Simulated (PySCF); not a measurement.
## Run report: C₆H₈Si₂, excited-state calculation

The run: excited-state calculation of C₆H₈Si₂. Method and program: TDA HCTH407/MINI, vertical, gas phase, core orbitals frozen in the response (PySCF 2.14.0).

The geometry comes from this level: GFN2-xTB. It belongs to a series of runs on one base structure; here: HCTH407/MINI; 3 states, TDA; grid level 4.

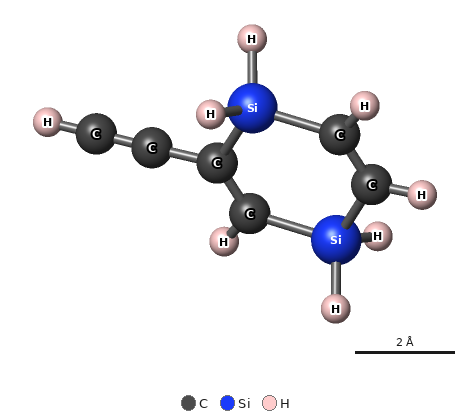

*The structure (ball-and-stick view, seen at a tilt).*

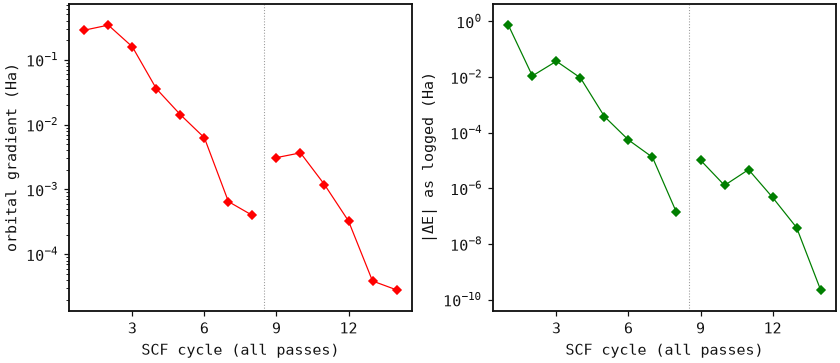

*Convergence of the self-consistent field: orbital gradient and size of the energy change against the SCF cycle. The dotted line marks the change from a coarse to the final integration grid.*

The first 8 cycles use a coarse grid, the final grid takes over at cycle 9, and the field converges after 14 cycles in all.

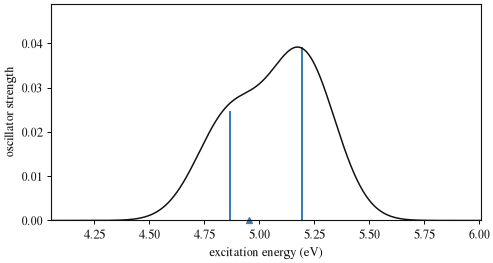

*Computed excitations as sticks (degenerate states added up, dark ones marked on the axis), with a Gaussian envelope of 0.35 eV full width at half maximum, scaled to the tallest.*

Of the 3 states the lowest lies at 4.87 eV (f = 0.025); the strongest line is at 5.20 eV, or 239 nm (f = 0.039).

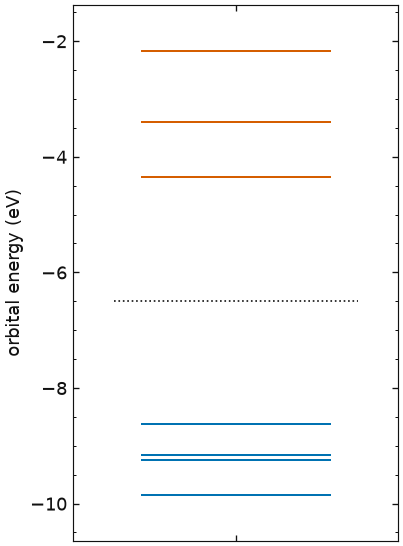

*Orbital energies near the frontier; the dotted line parts filled from empty levels, and levels within 0.02 eV of each other stand side by side.*

Highest filled −8.62 eV, lowest empty −4.36 eV, 4.26 eV apart.

These pictures come from the run below.

**Input file**
```
{"job": {"kind": "uv", "xc": "HCTH407", "basis": "MINI", "nstates": 3, "ntriplets": 2, "tda": true, "grid": 4}, "charge": 0, "multiplicity": 1}
C      3.550844    -0.558865     0.717207
C      2.374743    -0.443934     0.494963
C      0.999045    -0.283714     0.228781
C      0.163212    -1.329949     0.330016
Si    -1.683145    -1.282712     0.010823
C     -2.204543     0.464690    -0.451737
C     -1.381783     1.505635    -0.561342
Si     0.474257     1.467132    -0.269578
H      4.576128    -0.668889     0.912226
H      0.584138    -2.288996     0.621617
H     -2.017755    -2.193415    -1.096924
H     -2.405957    -1.704877     1.222382
H     -3.263683     0.612974    -0.643476
H     -1.791230     2.473022    -0.839448
H      1.189742     1.841764    -1.499589
H      0.828387     2.399076     0.812666
```

The first line tells a small driver script what to run in PySCF; the rest is the geometry in Å.

Launched with:
```bash
OMP_NUM_THREADS=1 python <driver script> task.json out
```

**Log**
```
coarse grid: 14728 points
cycle   1  E = -807.1654224423  dE =  7.307e-01  |g| = 2.857e-01  |ddm| = 6.630e+00
cycle   2  E = -807.1544999573  dE =  1.092e-02  |g| = 3.421e-01  |ddm| = 1.383e+00
cycle   3  E = -807.1913239067  dE = -3.682e-02  |g| = 1.586e-01  |ddm| = 8.318e-01
cycle   4  E = -807.2006339123  dE = -9.310e-03  |g| = 3.575e-02  |ddm| = 2.885e-01
cycle   5  E = -807.2010131617  dE = -3.792e-04  |g| = 1.422e-02  |ddm| = 6.606e-02
cycle   6  E = -807.2010676368  dE = -5.448e-05  |g| = 6.263e-03  |ddm| = 2.704e-02
cycle   7  E = -807.2010806346  dE = -1.300e-05  |g| = 6.493e-04  |ddm| = 9.635e-03
cycle   8  E = -807.2010807694  dE = -1.349e-07  |g| = 3.975e-04  |ddm| = 1.613e-03
final grid: 355152 points
cycle   9  E = -807.2715373611  dE = -1.023e-05  |g| = 3.093e-03  |ddm| = 1.886e-02
cycle  10  E = -807.2715360912  dE =  1.270e-06  |g| = 3.662e-03  |ddm| = 1.391e-02
cycle  11  E = -807.2715407684  dE = -4.677e-06  |g| = 1.188e-03  |ddm| = 8.130e-03
cycle  12  E = -807.2715412372  dE = -4.688e-07  |g| = 3.255e-04  |ddm| = 2.134e-03
cycle  13  E = -807.2715412758  dE = -3.857e-08  |g| = 3.868e-05  |ddm| = 5.813e-04
cycle  14  E = -807.2715412760  dE = -2.226e-10  |g| = 2.822e-05  |ddm| = 1.000e-04
converged SCF energy = -807.2715412760

Static polarisability (au): isotropic 82.516, principal 38.860 81.779 126.909

Singlet excitations
state   eV       nm        f      main configurations
  1   4.8651    254.8   0.02472   H-1->L 0.92
  2   4.9530    250.3   0.00010   H-2->L 1.00
  3   5.1970    238.6   0.03918   H->L+1 0.84, H->L 0.13

Triplet excitations (Tamm-Dancoff, eV): 3.4330 4.5000
```

**Summary**

```csv
quantity,value
outcome,converged
total energy,−807.271541 hartree
HOMO,−8.62 eV
LUMO,−4.36 eV
dipole moment,0.66 D
mean polarisability,82.52 a.u.
lowest singlet excitation,4.87 eV
hardware,"1 CPU thread, shared host"
wall time,21 s
peak memory,0.49 GiB
```

Settings chosen away from the usual ones: HCTH407/MINI; 3 states, TDA; grid level 4.
